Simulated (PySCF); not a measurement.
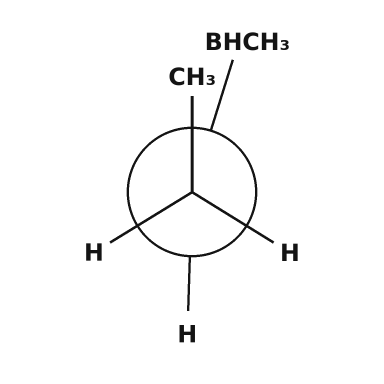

A Newman projection along the C–N bond, carbon in front; angles are drawn as computed, but eclipsed bonds slightly apart. Geometry: an end point of a reaction path computed with GFN2-xTB.

**Which molecule is it?**

C3H10BN, CBNCC

**What is the torsion angle from the front CH3 to the back BHCH3? The sign is positive where the front bond must turn clockwise to cover the back bond.**

2°, synperiplanar (eclipsed).
